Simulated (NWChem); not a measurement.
# CH6ClNSi (SMILES C[SiH](N)Cl) at HF/3-21G

Aim: the adiabatic ionisation energy of CH6ClNSi at HF/3-21G, from 2 runs. 

The calculation is run with NWChem 7.3.0.

### 1 The structure to begin with

CH6ClNSi has 10 atoms, charge 0, and is taken as a singlet. SMILES: `C[SiH](N)Cl`. The coordinates come from a PBE0-D4/def2-TZVP relaxation. This is one conformer, not always the lowest. The run starts from this shape.

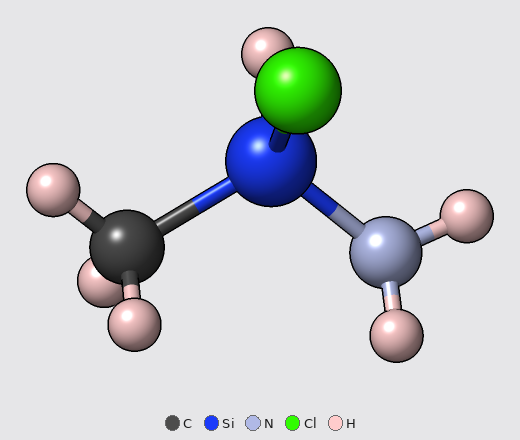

The structure, seen from a chosen angle (carbon dark grey, silicon blue, nitrogen light blue, chlorine green, hydrogen pink).

### 2 A geometry optimisation at HF/3-21G

Contents of ch6clnsi.nw:

```
start ch6clnsi
memory 2200 mb

geometry units angstroms
  C     -0.924300     0.960300    -0.429600
  Si    -0.055600    -0.637600    -0.073400
  N      1.200800    -0.379200     1.050800
  Cl     0.594900    -1.392500    -1.900800
  H     -1.720000     0.809500    -1.161600
  H     -1.359500     1.369700     0.485000
  H     -0.226900     1.694300    -0.841400
  H     -0.936500    -1.689500     0.482600
  H      1.847500     0.382600     0.917600
  H      1.662700    -1.168700     1.473800
end

basis spherical bse
  * library 3-21G
end

scf
  thresh 1e-07
  maxiter 80
  print low
end

driver
  maxiter 60
end

freq
  temp 2 298.15 573.15
end

task scf optimize
task scf frequencies
```

Run with:

```
nwchem ch6clnsi.nw > ch6clnsi.out
```

The log of the run:

```text
[...]
  functions       =    56
[...]
  wavefunction    = RHF
[...]
         Total SCF energy =   -840.072505066071
[...]
@    0    -840.07250507  0.0D+00  0.04278  0.00835  0.00000  0.00000      3.6
[...]
         Total SCF energy =   -840.077562261016
[...]
@    1    -840.07885222 -6.3D-03  0.01072  0.00290  0.05650  0.17687      8.6
[...]
@   13    -840.08086026 -6.0D-07  0.00012  0.00003  0.00276  0.00821     58.5
[...]
         Total SCF energy =   -840.080860411197
[...]
@   14    -840.08086041 -1.6D-07  0.00002  0.00001  0.00083  0.00189     62.4
[...]
         Total SCF energy =   -840.080860429066
[...]
         Total SCF energy =   -840.080860429066
[...]
                         RHF ENERGY GRADIENTS
    atom               coordinates                        gradient
                 x          y          z           x          y          z
   1 C      -2.962712  -2.101949   0.462930    0.000006  -0.000008  -0.000011
   2 Si      0.121319  -0.772514  -0.751193    0.000003   0.000005   0.000022
   3 N       2.693020  -2.252551   0.574825    0.000015  -0.000004  -0.000002
   4 Cl     -0.010037   3.320900   0.173626   -0.000008   0.000003  -0.000009
   5 H      -4.549748  -1.094357  -0.350393   -0.000001   0.000009   0.000013
   6 H      -3.115787  -4.084400  -0.041448   -0.000006   0.000012  -0.000008
   7 H      -3.091519  -1.937263   2.502251    0.000002  -0.000006  -0.000001
   8 H       0.370016  -0.795985  -3.523440   -0.000001  -0.000015  -0.000004
   9 H       2.686627  -2.935251   2.339543   -0.000006  -0.000006  -0.000006
  10 H       4.418319  -2.203784  -0.199760   -0.000005   0.000010   0.000006
[...]
@   15    -840.08086043 -1.8D-08  0.00001  0.00000  0.00012  0.00033     64.3
[...]
      Optimization converged
[...]
@   15    -840.08086043 -1.8D-08  0.00001  0.00000  0.00012  0.00033     64.3
[...]
         Total SCF energy =   -840.080860429067
      One-electron energy =  -1589.299769082351
      Two-electron energy =    533.806551799111
 Nuclear repulsion energy =    215.412356854173
        Time for solution =      0.1s
[...]
 Zero-Point correction to Energy  =   49.535 kcal/mol  (  0.078938 au)
 Thermal correction to Energy     =   60.782 kcal/mol  (  0.096862 au)
 Thermal correction to Enthalpy   =   61.920 kcal/mol  (  0.098676 au)
 Total Entropy                    =   96.795 cal/mol-K
   - Translational                =   42.793 cal/mol-K (mol. weight =  94.9958)
   - Rotational                   =   28.522 cal/mol-K (symmetry #  =        1)
   - Vibrational                  =   25.480 cal/mol-K
 Cv (constant volume heat capacity) =   30.908 cal/mol-K
   - Translational                  =    2.979 cal/mol-K
   - Rotational                     =    2.979 cal/mol-K
   - Vibrational                    =   24.949 cal/mol-K
[...]
 Normal Eigenvalue ||           Projected Infra Red Intensities
  Mode   [cm**-1]  || [atomic units] [(debye/angs)**2] [(KM/mol)] [arbitrary]
 ------ ---------- || -------------- ----------------- ---------- -----------
    1       -0.000 ||    0.001562           0.036         1.522       0.272
    2       -0.000 ||    0.000530           0.012         0.517       0.092
    3       -0.000 ||    0.003015           0.070         2.939       0.525
    4        0.000 ||    0.002071           0.048         2.019       0.361
    5        0.000 ||    0.000123           0.003         0.120       0.021
    6        0.000 ||    0.001475           0.034         1.438       0.257
    7      139.070 ||    0.000044           0.001         0.043       0.008
    8      192.472 ||    0.005914           0.136         5.765       1.030
    9      207.404 ||    0.003618           0.083         3.527       0.630
   10      256.354 ||    0.006932           0.160         6.758       1.208
   11      318.421 ||    0.015361           0.354        14.975       2.676
   12      427.796 ||    0.054461           1.256        53.091       9.487
   13      668.479 ||    0.410374           9.468       400.053      71.490
   14      701.513 ||    0.017338           0.400        16.902       3.020
[...]
```

Wall time 76 s (1 thread of Intel Xeon at 2.80GHz (Skylake/Cascade Lake), shared host); peak memory 0.11 GiB.

Steps, from the record of the run:

```tsv
step	energy from the first frame kept (eV)
0	0.0000
1	-0.1727
2	-0.2069
3	-0.2173
4	-0.2233
5	-0.2259
6	-0.2270
7	-0.2272
8	-0.2273
9	-0.2273
10	-0.2273
11	-0.2273
12	-0.2273
13	-0.2274
14	-0.2274
15	-0.2274
```

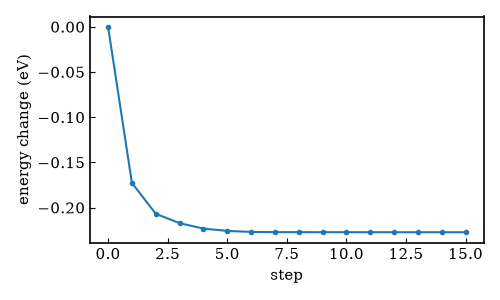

Energy along the run.

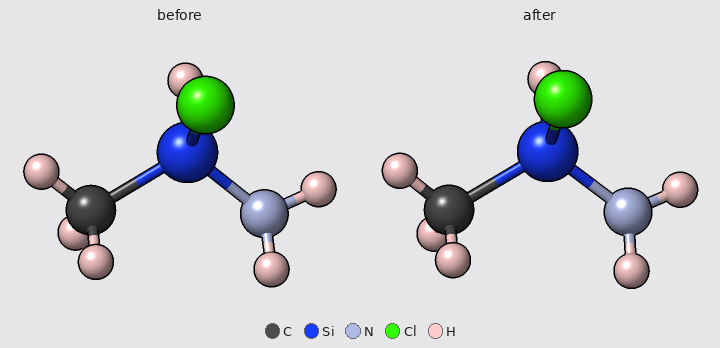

Before and after, at one scale.

After the run. Bond lengths: C1–Si2 1.890 Å, Si2–N3 1.720 Å, Si2–Cl4 2.222 Å, C1–H5 1.084 Å, C1–H6 1.086 Å, C1–H7 1.085 Å, Si2–H8 1.473 Å, N3–H9 1.001 Å, N3–H10 1.001 Å. Some angles: C1–Si2–N3 112.0°, C1–Si2–Cl4 105.1°, N3–Si2–Cl4 112.3°, C1–Si2–H8 114.4°, N3–Si2–H8 109.4°, Cl4–Si2–H8 103.3°, Si2–C1–H5 110.5°, Si2–C1–H6 109.9°, Si2–C1–H7 111.3°, Si2–N3–H9 122.8°.

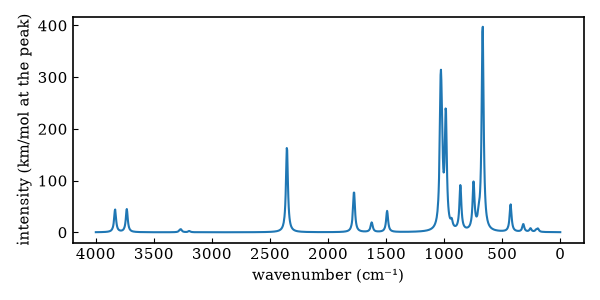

Harmonic infrared spectrum, unscaled, lines broadened by 10 cm⁻¹.

### 3 The doublet cation: a structure relaxation at UHF/3-21G

Contents of m1.nw:

```
START m1
TITLE "CH6ClNSi"
memory total 2200 mb
charge 1
GEOMETRY units angstroms noautosym
 C     -0.924300     0.960300    -0.429600
 Si    -0.055600    -0.637600    -0.073400
 N      1.200800    -0.379200     1.050800
 Cl     0.594900    -1.392500    -1.900800
 H     -1.720000     0.809500    -1.161600
 H     -1.359500     1.369700     0.485000
 H     -0.226900     1.694300    -0.841400
 H     -0.936500    -1.689500     0.482600
 H      1.847500     0.382600     0.917600
 H      1.662700    -1.168700     1.473800
END
BASIS spherical bse
 * library 3-21G
END
SCF
 nopen 1
 uhf
 thresh 1e-07
 maxiter 80
 print low
END
DRIVER
 maxiter 60
END
FREQ
 temp 2 298.15 500
END
TASK scf optimize
TASK scf frequencies
```

Run with:

```
nwchem m1.nw > m1.out
```

The log of the run (excerpt; [...] marks lines left out):

```text
[...]
  functions       =    56
[...]
  wavefunction    = UHF
[...]
         Total SCF energy =   -839.739581052259
[...]
@    0    -839.73958105  0.0D+00  0.10505  0.01827  0.00000  0.00000      4.5
[...]
         Total SCF energy =   -839.765698105620
[...]
@    1    -839.77111344 -3.2D-02  0.01587  0.00462  0.11268  0.21190     11.1
[...]
@    7    -839.77764472 -5.5D-06  0.00021  0.00008  0.00263  0.00474     47.5
[...]
         Total SCF energy =   -839.777645907178
[...]
@    8    -839.77764591 -1.2D-06  0.00009  0.00003  0.00137  0.00307     52.9
[...]
         Total SCF energy =   -839.777646087372
[...]
         Total SCF energy =   -839.777646153933
[...]
                         UHF ENERGY GRADIENTS
    atom               coordinates                        gradient
                 x          y          z           x          y          z
   1 C      -2.263956   2.962301   0.210410   -0.000019  -0.000008   0.000011
   2 Si     -0.874363  -0.257737   0.669705   -0.000023  -0.000010  -0.000036
   3 N       2.025685   0.238678   2.818923    0.000001  -0.000117   0.000031
   4 Cl      1.047316  -1.755005  -2.549900   -0.000033   0.000003   0.000011
   5 H      -3.847494   2.862126  -1.091095    0.000044  -0.000007   0.000005
   6 H      -2.963661   3.721958   1.983982   -0.000030  -0.000008  -0.000027
   7 H      -0.899201   4.268102  -0.587764    0.000014   0.000006   0.000040
   8 H      -2.219831  -2.242217   2.034037    0.000014   0.000000  -0.000002
   9 H       3.072265   1.859162   2.836548    0.000080   0.000070  -0.000010
  10 H       2.748269  -1.136092   3.963652   -0.000048   0.000072  -0.000023
[...]
@    9    -839.77764615 -2.5D-07  0.00010  0.00002  0.00069  0.00164     57.6
[...]
      Optimization converged
[...]
@    9    -839.77764615 -2.5D-07  0.00010  0.00002  0.00069  0.00164     57.6
[...]
         Total SCF energy =   -839.777646153933
      One electron energy =  -1576.352548100102
      Two electron energy =    521.982251396454
 Nuclear repulsion energy =    214.592650549715
                       Sz =      0.5000
                 Sz(Sz+1) =      0.7500
                      S^2 =      0.7602
[...]
```

Run time: 75 s. Hardware: 1 thread of Intel Xeon at 2.80GHz (Skylake/Cascade Lake), shared host; peak memory 0.12 GiB.

Step by step:

```tsv
step	energy from the first frame kept (eV)
0	0.0000
1	-0.8580
2	-0.9911
3	-1.0193
4	-1.0327
5	-1.0347
6	-1.0356
7	-1.0358
8	-1.0358
9	-1.0358
```

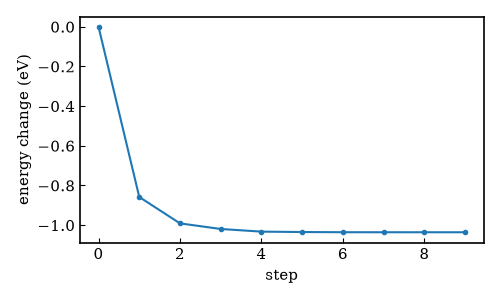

Energy along the run.

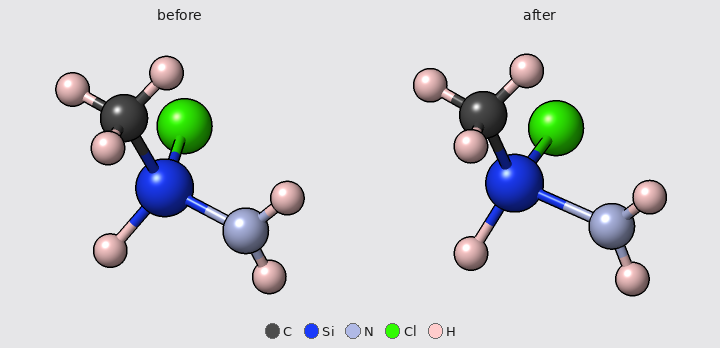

Before and after, at one scale.

After the run. Bond lengths: C1–Si2 1.872 Å, Si2–N3 1.928 Å, Si2–Cl4 2.136 Å, C1–H5 1.086 Å, C1–H6 1.086 Å, C1–H7 1.085 Å, Si2–H8 1.460 Å, N3–H9 1.021 Å, N3–H10 1.021 Å. Some angles: C1–Si2–N3 105.4°, C1–Si2–Cl4 114.9°, N3–Si2–Cl4 98.2°, C1–Si2–H8 121.8°, N3–Si2–H8 101.2°, Cl4–Si2–H8 111.1°, Si2–C1–H5 109.9°, Si2–C1–H6 111.0°, Si2–C1–H7 111.6°, Si2–N3–H9 123.5°.

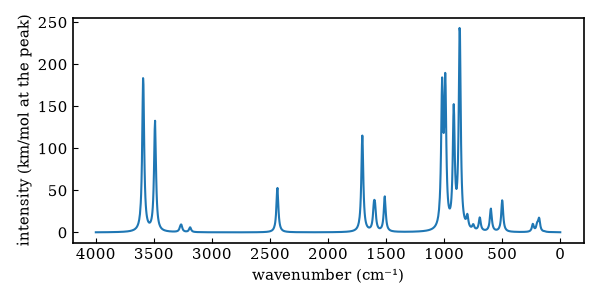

Harmonic infrared spectrum, unscaled, lines broadened by 10 cm⁻¹.

### 4 Summary of results

Level: HF/3-21G.

```
                                                               quantity          value
                               run 1, HF/3-21G: total energy at the end  -840.08086 Eh
                            run 1, HF/3-21G: lowest harmonic wavenumber       139 cm⁻¹
                           run 1, HF/3-21G: highest harmonic wavenumber      3834 cm⁻¹
                                     run 1, HF/3-21G: zero-point energy   207.3 kJ/mol
                                doublet cation: total energy at the end  -839.77765 Eh
                                                   doublet cation: ⟨S²⟩          0.760
                             doublet cation: lowest harmonic wavenumber        35 cm⁻¹
                            doublet cation: highest harmonic wavenumber      3592 cm⁻¹
                                      doublet cation: zero-point energy   200.7 kJ/mol
adiabatic ionisation energy (to the doublet cation, no zero-point term)       8.251 eV
```

**Reading.** The adiabatic ionisation energy (to the doublet cation, no zero-point term) is 8.25 eV (796 kJ/mol). All 24 modes (run 1, HF/3-21G) are real, so the shape is a minimum at this level. The optimisation (run 1, HF/3-21G) took 16 steps and changed the energy by -0.227 eV. All 24 modes (doublet cation) are real, so the shape is a minimum at this level. The optimisation (doublet cation) took 10 steps and changed the energy by -1.036 eV.
